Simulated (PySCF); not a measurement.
# BS: changing the method

What do other methods print for BS?

Computed with PySCF 2.14.0. Level: each script names its method and basis.

5 further runs of the same task are left out: 5 that didn't finish.

**1. Starting geometry**

BS: 2 atoms, charge 0, spin multiplicity 2.

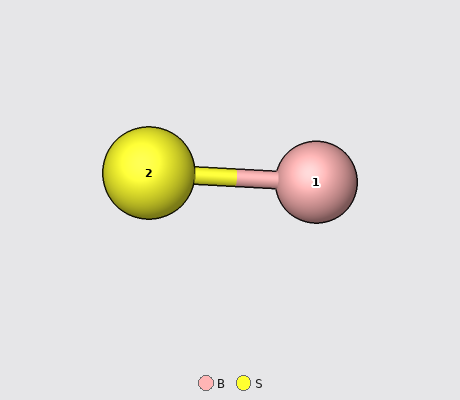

As it starts; boron pink, sulfur yellow; atoms are numbered from 1 in the order of the file.

**2. The base run**

Contents of input.py:

```python
from pyscf import gto, scf

mol = gto.M(
    atom='B 0 0 0; S 0 0 1.8',
    basis='minao',
    charge=0,
    spin=1,
    symmetry=True,
    verbose=3,
)
mf = scf.UHF(mol)
mf.kernel()
mf.stability(internal=True, external=True)
mf.dip_moment()
print('orbital energies (hartree):', [e[max(0, n-3):n+3].round(4) for e, n in zip(mf.mo_energy, mol.nelec)])
```

Run with:

```bash
> python input.py
```

The log of the run:

```text
converged SCF energy = -422.088605294264  <S^2> = 0.96559125  2S+1 = 2.2050771
<class 'pyscf.scf.uhf_symm.SymAdaptedUHF'> wavefunction is stable in the internal stability analysis
<class 'pyscf.scf.uhf_symm.SymAdaptedUHF'> wavefunction is stable in the real -> complex stability analysis
<class 'pyscf.scf.uhf_symm.SymAdaptedUHF'> wavefunction is stable in the UHF/UKS -> GHF/GKS stability analysis
Dipole moment(X, Y, Z, Debye):  0.00000,  0.00000, -1.65190
orbital energies (hartree): [array([-0.4668, -0.4087, -0.4087,  0.0114,  0.0114,  0.3046]), array([-0.546 , -0.4444, -0.4444, -0.0165,  0.0894,  0.0894])]
```

Run time: 1.6 s. Hardware: 1 thread, shared host.

Base result: E(SCF) = -422.088605 Eh, ⟨S²⟩ = 0.966, μ = 1.65 D, internal stable; real -> complex stable; UHF/UKS -> GHF/GKS stable (within the imposed point group only).

The bond length is a typed value, not an optimised one. With symmetry on, only rotations that keep the point group are tested. A lower solution that breaks the symmetry may exist.

**3. Frequency run**

Variant 1 changes step after the SCF: stability → frequency.

Changes to input.py since step 2:

```diff
@@ -1,2 +1,3 @@
 from pyscf import gto, scf
+from pyscf.hessian import thermo
 
@@ -12,3 +13,4 @@
 mf.kernel()
-mf.stability(internal=True, external=True)
+hess = mf.Hessian().kernel()
+print('wavenumber (cm^-1) =', thermo.harmonic_analysis(mol, hess)['freq_wavenumber'].round(1))
 mf.dip_moment()
```

Run with:

```bash
> python input.py
```

The log of the run:

```text
converged SCF energy = -422.088605294264  <S^2> = 0.96559125  2S+1 = 2.2050771
wavenumber (cm^-1) = [946.8]
Dipole moment(X, Y, Z, Debye):  0.00000,  0.00000, -1.65190
orbital energies (hartree): [array([-0.4668, -0.4087, -0.4087,  0.0114,  0.0114,  0.3046]), array([-0.546 , -0.4444, -0.4444, -0.0165,  0.0894,  0.0894])]
```

It took 3.8 s on 1 thread, shared host.

Result: E(SCF) = -422.088605 Eh (no change), ⟨S²⟩ = 0.966, μ = 1.65 D, wavenumbers 947 cm⁻¹.

The bond length is a typed value, not an optimised one, so the wavenumber is not that of the minimum.

**4. Hf,lyp (UKS)**

Variant 2 changes functional: none (Hartree–Fock) → hf,lyp; SCF type: UHF → UKS; step after the SCF: stability → analyze.

Contents of input.py:

```python
from pyscf import gto, dft

mol = gto.M(
    atom='B 0 0 0; S 0 0 1.8',
    basis='minao',
    charge=0,
    spin=1,
    symmetry=True,
    verbose=3,
)
mf = dft.UKS(mol, xc='hf,lyp')
mf.kernel()
mf.analyze()
print('orbital energies (hartree):', [e[max(0, n-3):n+3].round(4) for e, n in zip(mf.mo_energy, mol.nelec)])
```

Run with:

```bash
> python input.py
```

The log of the run:

```text
converged SCF energy = -422.869515718426  <S^2> = 0.77220036  2S+1 = 2.0220785
TODO: total wave-function symmetry for Coov
alpha occupancy for each irrep:     A1  E1x  E1y
                                     7    2    2
beta  occupancy for each irrep:     A1  E1x  E1y
                                     6    2    2
**** MO energy ****
alpha MO #1 (A1 #1), energy= -92.0810425917572 occ= 1
alpha MO #2 (A1 #2), energy= -9.07368094961666 occ= 1
alpha MO #3 (A1 #3), energy= -7.91624183691514 occ= 1
alpha MO #4 (A1 #4), energy= -6.76128297203975 occ= 1
alpha MO #5 (E1x #1), energy= -6.75043006569995 occ= 1
alpha MO #6 (E1y #1), energy= -6.75043006569995 occ= 1
alpha MO #7 (A1 #5), energy= -1.02452074937858 occ= 1
alpha MO #8 (A1 #6), energy= -0.650408799458726 occ= 1
alpha MO #9 (A1 #7), energy= -0.492345437525811 occ= 1
alpha MO #10 (E1x #2), energy= -0.449380486281386 occ= 1
alpha MO #11 (E1y #2), energy= -0.449380486281386 occ= 1
alpha MO #12 (E1x #3), energy= -0.00786303291450151 occ= 0
alpha MO #13 (E1y #3), energy= -0.00786303291450151 occ= 0
alpha MO #14 (A1 #8), energy= 0.269412310745842 occ= 0
beta  MO #1 (A1 #1), energy= -92.0805927859925 occ= 1
beta  MO #2 (A1 #2), energy= -9.07372397962519 occ= 1
beta  MO #3 (A1 #3), energy= -7.89988526872312 occ= 1
beta  MO #4 (E1x #1), energy= -6.75314643044362 occ= 1
beta  MO #5 (E1y #1), energy= -6.75314643044362 occ= 1
beta  MO #6 (A1 #4), energy= -6.75134615894902 occ= 1
beta  MO #7 (A1 #5), energy= -1.01349877300511 occ= 1
beta  MO #8 (A1 #6), energy= -0.579445196626286 occ= 1
beta  MO #9 (E1x #2), energy= -0.454582773693382 occ= 1
beta  MO #10 (E1y #2), energy= -0.454582773693382 occ= 1
beta  MO #11 (A1 #7), energy= -0.0978850300274126 occ= 0
beta  MO #12 (E1x #3), energy= 0.0203779428507052 occ= 0
beta  MO #13 (E1y #3), energy= 0.0203779428507052 occ= 0
beta  MO #14 (A1 #8), energy= 0.303736154831426 occ= 0
 ** Mulliken pop alpha/beta on meta-lowdin orthogonal AOs **
 ** Mulliken atomic charges   ( Nelec_alpha | Nelec_beta ) **
charge of  0B =      0.08043  (     2.93747      1.98210 )
charge of  1S =     -0.08043  (     8.06253      8.01790 )
Dipole moment(X, Y, Z, Debye):  0.00000,  0.00000, -2.00634
orbital energies (hartree): [array([-0.4923, -0.4494, -0.4494, -0.0079, -0.0079,  0.2694]), array([-0.5794, -0.4546, -0.4546, -0.0979,  0.0204,  0.0204])]
```

Run time: 2.6 s. Hardware: 1 thread, shared host.

Outcome: E(SCF) = -422.869516 Eh, ⟨S²⟩ = 0.772, μ = 2.01 D.

**5. MP2**

Variant 3 changes step after the SCF: stability → mp2; frozen orbitals: none → 6.

Changes to input.py since step 2:

```diff
@@ -1,2 +1,2 @@
-from pyscf import gto, scf
+from pyscf import gto, scf, mp
 
@@ -12,3 +12,3 @@
 mf.kernel()
-mf.stability(internal=True, external=True)
+mp.MP2(mf, frozen=6).kernel()
 mf.dip_moment()
```

Run with:

```bash
> python input.py
```

The log of the run:

```text
converged SCF energy = -422.088605294264  <S^2> = 0.96559125  2S+1 = 2.2050771
E(UMP2) = -422.151680232288  E_corr = -0.0630749380234422
E(SCS-UMP2) = -422.148302724494  E_corr = -0.0596974302298736
Dipole moment(X, Y, Z, Debye):  0.00000,  0.00000, -1.65190
orbital energies (hartree): [array([-0.4668, -0.4087, -0.4087,  0.0114,  0.0114,  0.3046]), array([-0.546 , -0.4444, -0.4444, -0.0165,  0.0894,  0.0894])]
```

Run time: 1.4 s. Hardware: 1 thread, shared host.

Outcome: E(SCF) = -422.088605 Eh (no change), E(MP2) − E(SCF) = -0.06307 Eh, ⟨S²⟩ = 0.966, μ = 1.65 D (of the SCF density).

**6. All runs together**

```tsv
run	E(SCF) (hartree)	from base (eV)	gap, α spin (eV)	SCF dipole (D)	after the SCF
base	-422.088605	0	11.43	1.65	stable (point group kept)
frequency run	-422.088605	0.0000	11.43	1.65	highest mode 947 cm⁻¹
hf,lyp (UKS)	-422.869516	not comparable	12.01	2.01	n/a
MP2	-422.088605	0.0000	11.43	1.65	MP2 correlation -1.716 eV, core frozen
```

Wall time on 1 thread, shared host, start-up included: base 1.6 s; frequency run 3.8 s; hf,lyp (UKS) 2.6 s; MP2 1.4 s.

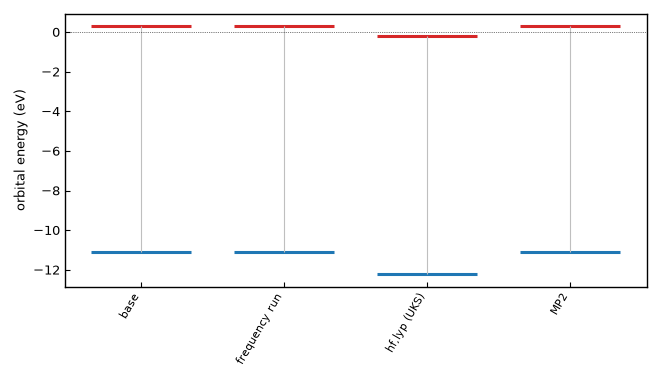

Frontier levels by run: filled blue, empty red. Open-shell runs show the α spin alone.

In words: Total energies of different functionals can't be compared with each other; differences within one functional can.
